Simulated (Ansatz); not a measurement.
## What a change does: single-point calculation on CH$_{6}$ClNSi

System: CH$_{6}$ClNSi, SMILES C[SiH](N)Cl.
Method of run 1: RKS PBE0-D4/def2-TZVPP (Ansatz 0.2.0).

The geometry comes from this level: PBE0-D4/def2-TZVP. Text and figures count atoms from 1; the logs count them from 0 in places.

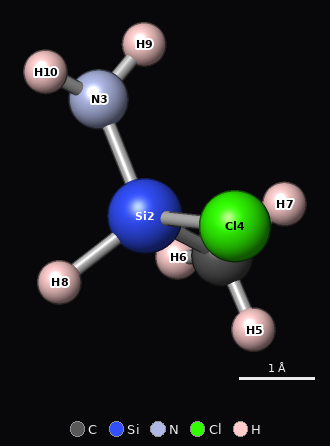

The structure as given in the input (ball-and-stick view, seen at a tilt; atoms are numbered from 1 in the order of the input).

### Input file, run 1
```yaml
crystal:
  periodic: [false, false, false]
  atoms:
    - {symbol: C, position_ang: [-0.924340, 0.960315, -0.429601]}
    - {symbol: Si, position_ang: [-0.055585, -0.637614, -0.073375]}
    - {symbol: N, position_ang: [1.200848, -0.379168, 1.050771]}
    - {symbol: Cl, position_ang: [0.594921, -1.392457, -1.900839]}
    - {symbol: H, position_ang: [-1.719983, 0.809460, -1.161595]}
    - {symbol: H, position_ang: [-1.359451, 1.369694, 0.484975]}
    - {symbol: H, position_ang: [-0.226905, 1.694279, -0.841385]}
    - {symbol: H, position_ang: [-0.936542, -1.689533, 0.482583]}
    - {symbol: H, position_ang: [1.847478, 0.382613, 0.917600]}
    - {symbol: H, position_ang: [1.662661, -1.168691, 1.473766]}
basis:
  gaussian: {orbitals: def2-TZVPP}
hamiltonian: {xc: pbe0, dispersion: d4}
output: {orbitals: {seedname: orbitals}}
```

Hardware: 2 CPU threads, shared host.

### Output (run 1)
```
Functional definition: PBE0
  parameter a = 0.25
  parameter kappa = 0.804
  parameter beta = 0.06672455060314922
  exchange = (1 - a)*pbe_x(kappa = kappa, mu = beta*pi^2/3) + a*exact_x
  correlation = pbe_c(beta = beta)
1305 factors; their error is unknown
mean field evaluation 1: about -23008.9816 eV, gradient 7.2e1 eV
mean field evaluation 2: about -23000.8348 eV, gradient 8.9e1 eV
mean field evaluation 4: about -23019.0959 eV, gradient 4.5e0 eV
mean field evaluation 8: about -23019.1390 eV, gradient 4.2e-2 eV
mean field evaluation 16: about -23019.1867 eV, gradient 3.0e-5 eV
mean field -23019.18670084 eV, -845.9395082908 hartree, gradient 3.0e-5 eV, S^2 0.000000; 0 other end points of the search recorded, 0 dependent functions left out
reference -23019.18673149 eV, -845.9395094169 hartree; 25, 25 occupied and 205, 205 virtual orbitals, 1305 factors
Total energy: -23019.36755931 eV, -845.9461547168 hartree
```

For run 2 the input was changed thus:
```diff
-  gaussian: {orbitals: def2-TZVPP}
+  gaussian: {orbitals: def2-SVP}
```

Predict how the results change.

The total energy of run 2 is 238.2 kcal/mol higher, which measures the change of basis and not a stability. The HOMO goes from −7.84 to −7.63 eV. The LUMO goes from 0.76 to 1.46 eV. The basis functions go from 230 to 94.

### Output (run 2)
```
Functional definition: PBE0
  parameter a = 0.25
  parameter kappa = 0.804
  parameter beta = 0.06672455060314922
  exchange = (1 - a)*pbe_x(kappa = kappa, mu = beta*pi^2/3) + a*exact_x
  correlation = pbe_c(beta = beta)
926 factors; integrals over basis functions are off by at most 1.2e-3 eV
mean field evaluation 1: about -23000.9088 eV, gradient 6.1e1 eV
mean field evaluation 2: about -22995.6861 eV, gradient 7.5e1 eV
mean field evaluation 4: about -23008.7247 eV, gradient 2.8e0 eV
mean field evaluation 8: about -23008.8562 eV, gradient 1.8e-1 eV
mean field evaluation 16: about -23008.8562 eV, gradient 4.4e-5 eV
mean field -23008.85624578 eV, -845.5598710696 hartree, gradient 4.4e-5 eV, S^2 0.000000; 0 other end points of the search recorded, 0 dependent functions left out
reference -23008.85627096 eV, -845.5598719948 hartree; 25, 25 occupied and 69, 69 virtual orbitals, 926 factors
Total energy: -23009.03709878 eV, -845.5665172946 hartree
```

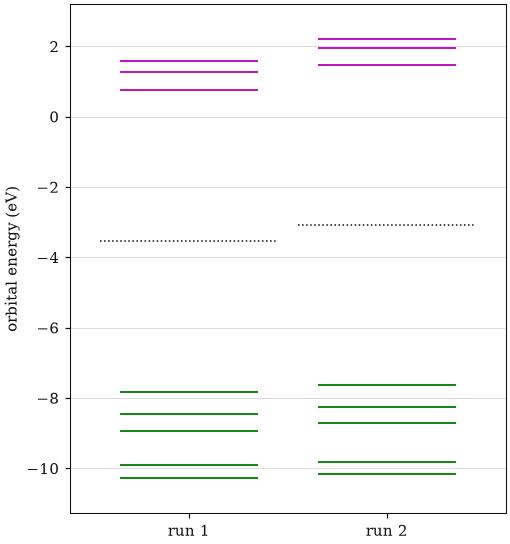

The five highest filled and three lowest empty orbital energies of the two runs; the dotted lines part filled from empty levels. The HOMO–LUMO gap is 8.60 eV in run 1 and 9.09 eV in run 2.

### The two runs side by side

| quantity | run 1 | run 2 |
| --- | --- | --- |
| outcome | converged | converged |
| total energy (hartree) | −845.946155 | −845.566517 |
| HOMO (eV) | −7.84 | −7.63 |
| LUMO (eV) | 0.76 | 1.46 |
| basis functions | 230 | 94 |
| wall time (shared host) | 4.6 s | 1.9 s |
